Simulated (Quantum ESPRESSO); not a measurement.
# Simulated XPS, UPS and emission spectra of NbSi2, part 3 of 9

What would valence photoemission of NbSi2 look like, and what sets its shape?

Quantum ESPRESSO 7.5; DFT, PBE, plane waves, ultrasoft GBRV pseudopotentials, scalar-relativistic (the session's first sound run).

So far. Step 2 (The base run: self-consistent run): The run ends at a pressure of -0.03 GPa, with forces up to 0.078 eV/Å.

## Step 4: Projected DOS and spectra

projwfc.x splits the states by atom and shell, which the spectra need, since each shell has its own cross section.

projwfc.in reads:

```
&projwfc
  prefix = 'pes'
  outdir = './tmp'
  filpdos = 'pes'
  ngauss = 0
  degauss = 0.00735
  DeltaE = 0.05
  Emin = -15.61
  Emax = 26.39
/
```

Command:

```sh
> OMP_NUM_THREADS=1 mpirun -n 4 projwfc.x -nk 4 -in projwfc.in > projwfc.out
```

What it wrote:

```text
[banner, memory and clock lines left out]
Program PROJWFC v.7.5 starts

          URL

     ./tmp/pes.save/

     IMPORTANT: XC functional enforced from input :
     Exchange-correlation= PBE
                           (   1   4   3   4   0   0   0)
     Any further DFT definition will be discarded
     Please, verify this is what you really want

     G-vector sticks info

     Gaussian broadening (read from input): ngauss,degauss=   0    0.007350

     Calling projwave ....

  Problem Sizes
  natomwfc =           63
  nbnd     =           54
  nkstot   =           95
  npwx     =         3852
  nkb      =          162

     Atomic states used for projection
     (read from pseudopotential files):

     state #   1: atom   1 (Nb ), wfc  1 (l=0 m= 1)
     state #   2: atom   1 (Nb ), wfc  2 (l=1 m= 1)
     state #   3: atom   1 (Nb ), wfc  2 (l=1 m= 2)
     state #   4: atom   1 (Nb ), wfc  2 (l=1 m= 3)
     state #   5: atom   1 (Nb ), wfc  3 (l=2 m= 1)
     state #   6: atom   1 (Nb ), wfc  3 (l=2 m= 2)
     state #   7: atom   1 (Nb ), wfc  3 (l=2 m= 3)
     state #   8: atom   1 (Nb ), wfc  3 (l=2 m= 4)
     state #   9: atom   1 (Nb ), wfc  3 (l=2 m= 5)
     state #  10: atom   1 (Nb ), wfc  4 (l=0 m= 1)
     state #  11: atom   1 (Nb ), wfc  5 (l=1 m= 1)
     state #  12: atom   1 (Nb ), wfc  5 (l=1 m= 2)
     state #  13: atom   1 (Nb ), wfc  5 (l=1 m= 3)
     state #  14: atom   2 (Nb ), wfc  1 (l=0 m= 1)
     state #  15: atom   2 (Nb ), wfc  2 (l=1 m= 1)
     state #  16: atom   2 (Nb ), wfc  2 (l=1 m= 2)
[...]
state #  32: atom   3 (Nb ), wfc  3 (l=2 m= 2)
     state #  33: atom   3 (Nb ), wfc  3 (l=2 m= 3)
     state #  34: atom   3 (Nb ), wfc  3 (l=2 m= 4)
     state #  35: atom   3 (Nb ), wfc  3 (l=2 m= 5)
     state #  36: atom   3 (Nb ), wfc  4 (l=0 m= 1)
     state #  37: atom   3 (Nb ), wfc  5 (l=1 m= 1)
     state #  38: atom   3 (Nb ), wfc  5 (l=1 m= 2)
     state #  39: atom   3 (Nb ), wfc  5 (l=1 m= 3)
     state #  40: atom   4 (Si ), wfc  1 (l=0 m= 1)
     state #  41: atom   4 (Si ), wfc  2 (l=1 m= 1)
     state #  42: atom   4 (Si ), wfc  2 (l=1 m= 2)
     state #  43: atom   4 (Si ), wfc  2 (l=1 m= 3)
     state #  44: atom   5 (Si ), wfc  1 (l=0 m= 1)
     state #  45: atom   5 (Si ), wfc  2 (l=1 m= 1)
     state #  46: atom   5 (Si ), wfc  2 (l=1 m= 2)
     state #  47: atom   5 (Si ), wfc  2 (l=1 m= 3)
     state #  48: atom   6 (Si ), wfc  1 (l=0 m= 1)
     state #  49: atom   6 (Si ), wfc  2 (l=1 m= 1)
     state #  50: atom   6 (Si ), wfc  2 (l=1 m= 2)
     state #  51: atom   6 (Si ), wfc  2 (l=1 m= 3)
     state #  52: atom   7 (Si ), wfc  1 (l=0 m= 1)
     state #  53: atom   7 (Si ), wfc  2 (l=1 m= 1)
     state #  54: atom   7 (Si ), wfc  2 (l=1 m= 2)
     state #  55: atom   7 (Si ), wfc  2 (l=1 m= 3)
     state #  56: atom   8 (Si ), wfc  1 (l=0 m= 1)
     state #  57: atom   8 (Si ), wfc  2 (l=1 m= 1)
     state #  58: atom   8 (Si ), wfc  2 (l=1 m= 2)
     state #  59: atom   8 (Si ), wfc  2 (l=1 m= 3)
     state #  60: atom   9 (Si ), wfc  1 (l=0 m= 1)
     state #  61: atom   9 (Si ), wfc  2 (l=1 m= 1)
     state #  62: atom   9 (Si ), wfc  2 (l=1 m= 2)
     state #  63: atom   9 (Si ), wfc  2 (l=1 m= 3)

 k =   0.0000000000  0.0000000000  0.0000000000
==== e(   1) =   -40.25948 eV ====
     psi = 0.324*[#   1]+0.324*[#  14]+0.324*[#  27]+0.005*[#  10]+0.005*[#  23]
          +0.005*[#  36]+0.002*[#  40]+0.002*[#  44]+0.002*[#  48]+0.002*[#  52]
          +0.002*[#  56]+0.002*[#  60]
    |psi|^2 = 1.000
==== e(   2) =   -40.22382 eV ====
     psi = 0.306*[#   1]+0.306*[#  14]+0.306*[#  27]+0.012*[#  11]+0.012*[#  24]
          +0.012*[#  37]+0.009*[#  10]+0.009*[#  23]+0.009*[#  36]+0.003*[#  41]
          +0.003*[#  45]+0.003*[#  49]+0.003*[#  53]+0.003*[#  57]+0.003*[#  61]

    |psi|^2 = 1.000
==== e(   3) =   -40.22382 eV ====
     psi = 0.306*[#   1]+0.306*[#  14]+0.306*[#  27]+0.012*[#  11]+0.012*[#  24]
          +0.012*[#  37]+0.009*[#  10]+0.009*[#  23]+0.009*[#  36]+0.003*[#  41]
          +0.003*[#  45]+0.003*[#  49]+0.003*[#  53]+0.003*[#  57]+0.003*[#  61]

    |psi|^2 = 1.000
==== e(   4) =   -16.49868 eV ====
     psi = 0.323*[#   2]+0.323*[#  15]+0.323*[#  28]+0.003*[#  41]+0.003*[#  45]
          +0.003*[#  49]+0.003*[#  53]+0.003*[#  57]+0.003*[#  61]
    |psi|^2 = 1.000
==== e(   5) =   -16.49868 eV ====
     psi = 0.323*[#   2]+0.323*[#  15]+0.323*[#  28]+0.003*[#  41]+0.003*[#  45]
          +0.003*[#  49]+0.003*[#  53]+0.003*[#  57]+0.003*[#  61]
    |psi|^2 = 1.000
==== e(   6) =   -16.49503 eV ====
     psi = 0.323*[#  30]+0.242*[#   3]+0.242*[#  16]+0.081*[#   4]+0.081*[#  17]
          +0.004*[#  51]+0.004*[#  63]+0.003*[#  42]+0.003*[#  46]+0.003*[#  54]
          +0.003*[#  58]+0.002*[#  39]+0.001*[#  12]+0.001*[#  25]+0.001*[#  43]
          +0.001*[#  47]+0.001*[#  55]+0.001*[#  59]
    |psi|^2 = 1.000
==== e(   7) =   -16.42803 eV ====
     psi = 0.275*[#  29]+0.218*[#   4]+0.218*[#  17]+0.103*[#   3]+0.103*[#  16]
          +0.046*[#  30]+0.003*[#  50]+0.003*[#  62]+0.003*[#  38]+0.003*[#  43]
          +0.003*[#  47]+0.003*[#  55]+0.003*[#  59]+0.002*[#  13]+0.002*[#  26]
          +0.001*[#  12]+0.001*[#  25]+0.001*[#  42]+0.001*[#  46]+0.001*[#  54]
          +0.001*[#  58]
    |psi|^2 = 1.000
==== e(   8) =   -16.42803 eV ====
     psi = 0.275*[#  29]+0.218*[#   4]+0.218*[#  17]+0.103*[#   3]+0.103*[#  16]
          +0.046*[#  30]+0.003*[#  50]+0.003*[#  62]+0.003*[#  38]+0.003*[#  43]
          +0.003*[#  47]+0.003*[#  55]+0.003*[#  59]+0.002*[#  13]+0.002*[#  26]
          +0.001*[#  12]+0.001*[#  25]+0.001*[#  42]+0.001*[#  46]+0.001*[#  54]
          +0.001*[#  58]
    |psi|^2 = 1.000
==== e(   9) =   -16.31489 eV ====
     psi = 0.320*[#  29]+0.240*[#   4]+0.240*[#  17]+0.080*[#   3]+0.080*[#  16]
          +0.007*[#  38]+0.006*[#  13]+0.006*[#  26]+0.002*[#  12]+0.002*[#  25]
          +0.002*[#  41]+0.002*[#  45]+0.002*[#  49]+0.002*[#  53]+0.002*[#  57]
          +0.002*[#  61]+0.001*[#  50]+0.001*[#  62]
    |psi|^2 = 1.000
==== e(  10) =   -16.31178 eV ====
     psi = 0.318*[#   2]+0.318*[#  15]+0.318*[#  28]+0.009*[#  11]+0.009*[#  24]
          +0.009*[#  37]+0.002*[#  41]+0.002*[#  45]+0.002*[#  49]+0.002*[#  53]
[...]
+0.001*[#  47]+0.001*[#  55]+0.001*[#  59]
    |psi|^2 = 1.000
==== e(  11) =   -16.29922 eV ====
     psi = 0.276*[#  30]+0.219*[#   3]+0.219*[#  16]+0.103*[#   4]+0.103*[#  17]
[...]
+0.002*[#  26]
    |psi|^2 = 1.000
==== e(  12) =   -16.29922 eV ====
     psi = 0.276*[#  30]+0.219*[#   3]+0.219*[#  16]+0.103*[#   4]+0.103*[#  17]
[...]
+0.002*[#  26]
    |psi|^2 = 1.000
[...]
+0.002*[#  46]+0.002*[#  54]+0.002*[#  58]+0.001*[#  39]
[...]
+0.002*[#  46]+0.002*[#  54]+0.002*[#  58]+0.001*[#  39]
[...]
+0.003*[#  27]
[...]
+0.003*[#  27]
[...]
+0.001*[#  43]+0.001*[#  47]+0.001*[#  55]+0.001*[#  59]
[...]
+0.007*[#  37]+0.002*[#  10]+0.002*[#  23]+0.002*[#  36]
[...]
+0.007*[#  37]+0.002*[#  10]+0.002*[#  23]+0.002*[#  36]
[...]
+0.003*[#  15]+0.003*[#  28]
[...]
+0.002*[#  60]
[...]
+0.002*[#  60]
[...]
+0.003*[#  36]+0.002*[#   2]+0.002*[#  15]+0.002*[#  28]
[...]
+0.003*[#  36]+0.002*[#   2]+0.002*[#  15]+0.002*[#  28]
[...]
+0.004*[#  25]+0.003*[#  29]+0.002*[#   4]+0.002*[#  17]
[...]
+0.001*[#  56]+0.001*[#  60]
[...]
+0.001*[#  56]+0.001*[#  60]
[...]
+0.004*[#  60]+0.003*[#  30]+0.002*[#   3]+0.002*[#  16]
[...]
+0.006*[#   8]+0.006*[#  21]
[...]
+0.004*[#  26]
[...]
+0.003*[#  24]+0.003*[#  37]+0.001*[#  51]+0.001*[#  63]
[...]
+0.003*[#  24]+0.003*[#  37]+0.001*[#  51]+0.001*[#  63]
[...]
+0.005*[#  48]+0.005*[#  52]+0.005*[#  56]+0.005*[#  60]
[...]
+0.002*[#  31]+0.002*[#  50]+0.002*[#  62]
[...]
+0.002*[#  31]+0.002*[#  50]+0.002*[#  62]
[...]
+0.001*[#  55]+0.001*[#  59]
[...]
+0.010*[#  61]+0.006*[#  11]+0.006*[#  24]+0.006*[#  37]
[...]
+0.002*[#  62]
[...]
+0.002*[#  62]
[...]
+0.001*[#  25]
[...]
k =   0.0000000000  0.0000000000  0.0913797027
[...]
+0.001*[#  23]+0.001*[#  36]
[...]
+0.001*[#  54]+0.001*[#  58]
[...]
+0.002*[#  26]+0.001*[#  38]
[...]
+0.002*[#  26]
[...]
+0.001*[#  54]+0.001*[#  58]
[...]
+0.002*[#  54]+0.002*[#  58]
[...]
+0.003*[#  37]
[...]
+0.012*[#  52]+0.012*[#  56]+0.012*[#  60]
[...]
+0.002*[#  61]
[...]
+0.002*[#  10]+0.002*[#  23]+0.002*[#  36]
[...]
+0.001*[#  29]+0.001*[#   4]+0.001*[#  17]
[...]
+0.001*[#   3]+0.001*[#  16]
[...]
+0.002*[#  53]+0.002*[#  57]+0.002*[#  61]
[...]
+0.001*[#  57]+0.001*[#  61]
[...]
+0.006*[#  21]+0.005*[#  35]
[...]
+0.007*[#  46]+0.007*[#  54]+0.007*[#  58]
[...]
k =   0.0000000000  0.0000000000  0.1827594053
[...]
+0.001*[#  57]+0.001*[#  59]+0.001*[#  61]
[...]
+0.002*[#   1]+0.002*[#  14]+0.002*[#  27]
[...]
+0.001*[#   1]+0.001*[#  14]+0.001*[#  27]
[...]
+0.002*[#  60]+0.001*[#   3]+0.001*[#  16]
[...]
+0.002*[#   3]+0.002*[#  16]
[...]
+0.001*[#  11]+0.001*[#  24]+0.001*[#  37]
[...]
+0.002*[#  52]+0.002*[#  56]+0.002*[#  60]
[...]
+0.005*[#  60]+0.002*[#   8]+0.002*[#  21]
[...]
+0.003*[#  47]+0.003*[#  55]+0.003*[#  59]
[...]
k =   0.0000000000  0.0000000000  0.2741391080
[...]
+0.003*[#  57]+0.003*[#  61]
[...]
+0.001*[#  47]+0.001*[#  55]+0.001*[#  59]
[...]
+0.001*[#  59]
[...]
+0.001*[#  54]+0.001*[#  58]
[...]
+0.002*[#  36]
[...]
+0.003*[#  36]
[...]
+0.001*[#  47]+0.001*[#  55]+0.001*[#  59]
[...]
+0.001*[#  55]+0.001*[#  59]
[...]
+0.001*[#  26]
[...]
+0.001*[#  58]
[...]
+0.002*[#  22]+0.002*[#  51]+0.002*[#  63]+0.001*[#  34]
[...]
+0.001*[#  46]+0.001*[#  54]+0.001*[#  58]
[...]
+0.011*[#  49]+0.011*[#  
[... cut ...]
*[#  41]+0.010*[#  45]+0.010*[#  49]
[...]
+0.004*[#  23]+0.004*[#  36]+0.003*[#  39]
[...]
+0.002*[#  60]+0.001*[#  39]
[...]
+0.002*[#  37]+0.002*[#  39]+0.002*[#  12]+0.002*[#  25]
[...]
+0.001*[#  25]
[...]
+0.002*[#  24]+0.002*[#  37]
[...]
+0.003*[#  12]+0.003*[#  25]+0.003*[#  39]
[...]
+0.001*[#  14]+0.001*[#  27]
[...]
+0.005*[#  61]+0.005*[#  33]+0.003*[#  50]+0.003*[#  62]
[...]
+0.003*[#  26]+0.003*[#  37]+0.002*[#  38]
[...]
+0.002*[#  39]
[...]
+0.003*[#   8]+0.003*[#  21]+0.002*[#  35]+0.001*[#  38]
[...]
|psi|^2 = 0.927
==== e(  46) =    19.45894 eV ====
     psi = 0.069*[#  33]+0.053*[#   6]+0.053*[#  19]+0.048*[#  10]+0.048*[#  23]
[...]
+0.001*[#  37]
    |psi|^2 = 0.859
==== e(  47) =    19.85822 eV ====
     psi = 0.094*[#  51]+0.094*[#  63]+0.072*[#  42]+0.072*[#  46]+0.072*[#  54]
[...]
+0.002*[#  25]+0.001*[#  11]+0.001*[#  24]+0.001*[#  37]
    |psi|^2 = 0.943
==== e(  48) =    20.30562 eV ====
     psi = 0.029*[#  51]+0.029*[#  63]+0.029*[#  42]+0.029*[#  46]+0.029*[#  54]
[...]
|psi|^2 = 0.937
==== e(  49) =    20.54915 eV ====
     psi = 0.057*[#  40]+0.057*[#  44]+0.057*[#  48]+0.057*[#  52]+0.057*[#  56]
[...]
+0.001*[#  14]+0.001*[#  27]+0.001*[#  12]+0.001*[#  25]
    |psi|^2 = 0.910
==== e(  50) =    20.93736 eV ====
     psi = 0.062*[#  50]+0.062*[#  62]+0.061*[#  43]+0.061*[#  47]+0.061*[#  55]
[...]
+0.001*[#  12]+0.001*[#  25]
    |psi|^2 = 0.908
==== e(  51) =    20.97444 eV ====
     psi = 0.064*[#  32]+0.061*[#  50]+0.061*[#  62]+0.049*[#  43]+0.049*[#  47]
[...]
+0.002*[#  31]+0.002*[#  12]+0.002*[#  25]+0.002*[#  39]
    |psi|^2 = 0.892
==== e(  52) =    21.27545 eV ====
     psi = 0.041*[#  50]+0.041*[#  62]+0.039*[#  43]+0.039*[#  47]+0.039*[#  55]
[...]
+0.008*[#  31]+0.007*[#   8]+0.007*[#  21]+0.006*[#  10]+0.006*[#  23]
          +0.006*[#  36]+0.005*[#  38]+0.004*[#  13]+0.004*[#  26]+0.002*[#  12]
          +0.002*[#  25]+0.001*[#  11]+0.001*[#  24]+0.001*[#  37]
    |psi|^2 = 0.948
==== e(  53) =    23.17236 eV ====
     psi = 0.066*[#  39]+0.050*[#  12]+0.050*[#  25]+0.020*[#  11]+0.020*[#  24]
          +0.020*[#  37]+0.018*[#  13]+0.018*[#  26]+0.014*[#  41]+0.014*[#  45]
          +0.014*[#  49]+0.014*[#  53]+0.014*[#  57]+0.014*[#  61]+0.012*[#  50]
          +0.012*[#  62]+0.010*[#  43]+0.010*[#  47]+0.010*[#  55]+0.010*[#  59]
          +0.006*[#  10]+0.006*[#  23]+0.006*[#  36]+0.006*[#  42]+0.006*[#  46]
          +0.006*[#  54]+0.006*[#  58]+0.004*[#  35]+0.004*[#  51]+0.004*[#  63]
          +0.003*[#   8]+0.003*[#  21]+0.002*[#  38]+0.002*[#   5]+0.002*[#  18]
          +0.002*[#  31]+0.002*[#  40]+0.002*[#
```

Elapsed: 4.9 s, on 4 MPI ranks of Intel Xeon Platinum 8559C (Emerald Rapids), shared host.

This step gave:

```
zero of energy                                 : Fermi level
share of occupied states in no projected shell : 0.0088 of the occupied states in the window
DOS at the Fermi level                         : 3.352 states/eV/cell
```

The DOS has structure finer than the step of the table below, so its rows give means over 2 eV, whole bins alone (the curve runs from -14.3 to 7.27 eV). Peaks (eV: height): total -2.4: 9.88, -1.9: 12.7, 2.1: 7.43, 3.7: 8.57; Nb 4d -1.9: 6.69, 2.1: 4.11, 2.7: 3.57, 3.4: 3.73; Si 3p -5.2: 2.95, -2.4: 4.22, -2.0: 4.95, 6.9: 3.01; Si 3s -8.4: 1.34, -7.4: 1.36, -6.7: 1.24, 3.3: 1.12; Nb 5p -11.0: 0.702, -9.6: 0.707, -1.9: 0.697, 6.4: 0.781.

The DOS by E, zero at the Fermi level; means over each step; values in states/eV/cell:

| E (eV) | total | Nb 4d | Si 3p | Si 3s | Nb 5p | Nb 5s |
| --- | --- | --- | --- | --- | --- | --- |
| -12 | 0.726 | 0.0157 | 0.0900 | 0.249 | 0.225 | 0.145 |
| -10 | 1.79 | 0.178 | 0.384 | 0.607 | 0.525 | 0.0918 |
| -8 | 2.20 | 0.465 | 0.602 | 0.853 | 0.201 | 0.0743 |
| -6 | 2.42 | 0.551 | 1.04 | 0.569 | 0.138 | 0.104 |
| -4 | 3.60 | 1.07 | 1.89 | 0.330 | 0.150 | 0.141 |
| -2 | 7.53 | 3.76 | 2.94 | 0.258 | 0.410 | 0.0648 |
| 0 | 2.55 | 1.83 | 0.488 | 0.0820 | 0.0708 | 0.00875 |
| 2 | 5.00 | 2.51 | 1.38 | 0.620 | 0.171 | 0.108 |
| 4 | 6.61 | 2.47 | 1.98 | 0.851 | 0.402 | 0.386 |
| 6 | 5.51 | 1.12 | 2.33 | 0.423 | 0.541 | 0.424 |

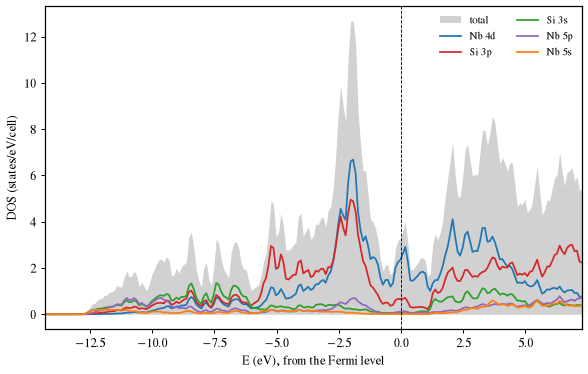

DOS against E.

Sums over each group's atoms; a table of it gives point samples, which can step over narrow peaks. DOS of the group against E, zero at the Fermi level; values in states/eV:

| E (eV) | Nb1: Nb 4d | Si4: Si 3p | Si4: Si 3s | Nb1: Nb 5p | Nb1: Nb 5s |
| --- | --- | --- | --- | --- | --- |
| -12.5 | 0.00193 | 0.0148 | 0.134 | 0.0389 | 0.129 |
| -10.0 | 0.151 | 0.374 | 0.564 | 0.503 | 0.102 |
| -7.5 | 0.554 | 0.645 | 1.04 | 0.190 | 0.0672 |
| -5.0 | 0.982 | 2.37 | 0.334 | 0.160 | 0.151 |
| -2.5 | 4.03 | 3.80 | 0.388 | 0.467 | 0.107 |
| 0.0 | 2.48 | 0.673 | 0.0847 | 0.111 | 0.0118 |
| 2.5 | 3.09 | 1.74 | 0.732 | 0.264 | 0.178 |
| 5.0 | 1.33 | 1.74 | 0.493 | 0.377 | 0.326 |

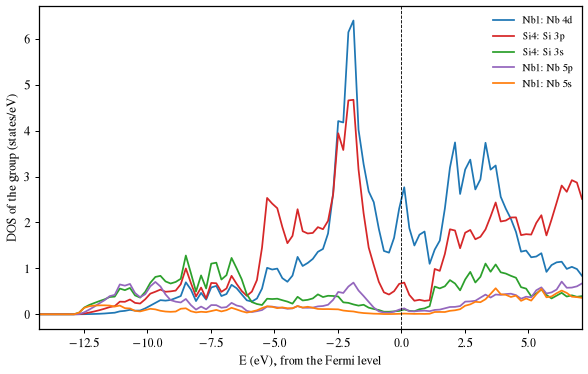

DOS of the group, plotted against E.

This run's widths, added to any smearing of the DOS itself: Gaussian 0.3 eV, Lorentzian 0.05 eV plus 0.05 an eV of depth. Table of intensity by binding energy, zero at the Fermi level; values in % of the maximum within 13 eV:

| binding energy (eV) | 21.2 eV | 100 eV | 1486.7 eV | 2150 eV | 5414.7 eV |
| --- | --- | --- | --- | --- | --- |
| -1 | 0.686 | 0.850 | 0.783 | 0.821 | 1.03 |
| 0 | 20.9 | 10.2 | 20.0 | 20.0 | 19.4 |
| 1 | 41.1 | 27.8 | 40.3 | 40.5 | 40.6 |
| 2 | 98.8 | 99.4 | 99.0 | 99.1 | 99.3 |
| 3 | 32.6 | 56.2 | 39.4 | 41.7 | 55.1 |
| 4 | 21.1 | 51.2 | 28.2 | 30.3 | 44.2 |
| 5 | 17.5 | 54.3 | 25.3 | 27.6 | 41.8 |
| 6 | 8.23 | 27.7 | 16.9 | 20.0 | 37.8 |
| 7 | 9.89 | 37.0 | 24.9 | 30.7 | 61.9 |
| 8 | 8.58 | 32.3 | 21.5 | 26.4 | 53.1 |
| 9 | 7.16 | 31.1 | 20.1 | 25.0 | 51.9 |
| 10 | 4.03 | 23.6 | 14.9 | 19.2 | 42.5 |
| 11 | 1.90 | 17.9 | 11.4 | 15.2 | 36.3 |
| 12 | - | 9.50 | 6.34 | 8.68 | 22.5 |
| 13 | - | 2.43 | 1.64 | 2.20 | 5.57 |
| 14 | - | 0.955 | 0.628 | 0.817 | 1.90 |

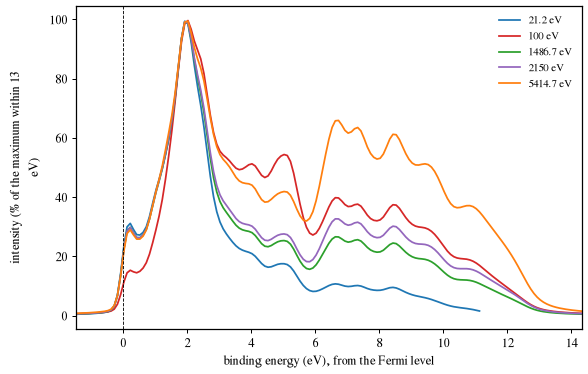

Intensity, plotted against binding energy.

Maxima picked by a test of local sharpness, so broad peaks and shoulders can be missing; peaks within 0.45 eV of a curve's cut are left out. Valence peaks, by row:

| photon energy (eV) | binding energy (eV) | height (% of the maximum within 13 eV) | main shell | its share (%) |
| --- | --- | --- | --- | --- |
| 21.2 | 8.403 | 9.563 | Nb 4d | 85.94 |
| 21.2 | 6.653 | 10.75 | Nb 4d | 86.98 |
| 21.2 | 5.003 | 17.57 | Nb 4d | 90.21 |
| 21.2 | 1.953 | 100 | Nb 4d | 96.83 |
| 21.2 | 0.203 | 31.45 | Nb 4d | 98.53 |
| 100 | 8.453 | 37.57 | Si 3s | 60.42 |
| 100 | 7.303 | 37.7 | Si 3s | 63.56 |
| 100 | 6.653 | 39.97 | Si 3s | 61.1 |
| 100 | 5.053 | 54.47 | Si 3p | 80.39 |
| 100 | 4.003 | 51.3 | Si 3p | 79.33 |
| 100 | 2.003 | 100 | Si 3p | 88.34 |
| 100 | 0.203 | 15.38 | Si 3p | 77.88 |
| 1487 | 8.453 | 24.57 | Si 3s | 60.6 |
| 1487 | 7.303 | 25.68 | Si 3s | 61.21 |
| 1487 | 6.653 | 26.72 | Si 3s | 59.95 |
| 1487 | 5.003 | 25.37 | Nb 4d | 55.52 |
| 1487 | 1.953 | 100 | Nb 4d | 86.05 |
| 1487 | 0.203 | 30.09 | Nb 4d | 91.52 |
| 2150 | 8.453 | 30.29 | Si 3s | 66.89 |
| 2150 | 7.303 | 31.58 | Si 3s | 67.72 |
| 2150 | 6.653 | 32.81 | Si 3s | 66.44 |
| 2150 | 5.003 | 27.61 | Nb 4d | 50.15 |
| 2150 | 1.953 | 100 | Nb 4d | 84.58 |
| 2150 | 0.203 | 30.05 | Nb 4d | 90.06 |
| 5415 | 10.8 | 37.19 | Si 3s | 71.88 |
| 5415 | 9.453 | 51.26 | Si 3s | 78.05 |
| 5415 | 8.453 | 61.42 | Si 3s | 79.14 |
| 5415 | 7.303 | 63.6 | Si 3s | 80.68 |
| 5415 | 6.703 | 66.14 | Si 3s | 79.26 |
| 5415 | 5.053 | 41.95 | Si 3s | 46.99 |
| 5415 | 2.003 | 100 | Nb 4d | 72.86 |
| 5415 | 0.203 | 29.19 | Nb 4d | 80.25 |

[end of part 3 of 9]

[Logs are printed without paths, hosts, clocks, repeated set-up lines and the standing remarks that a program may print on its own settings, such as how far it seeks lower states.]

[Hosts, paths, dates, database ids (printed as entryN), source tags and the programs' standing remarks are cut or masked in the printed files.]

[Maps of the electrostatic potential energy from Ansatz leave out the sawtooth potential of an applied field or a dipole correction, so their vacuum need not be flat; work functions include it.]

[Peak lists hold at most the 14 tallest peaks of each spectrum; further lines can be left out.]
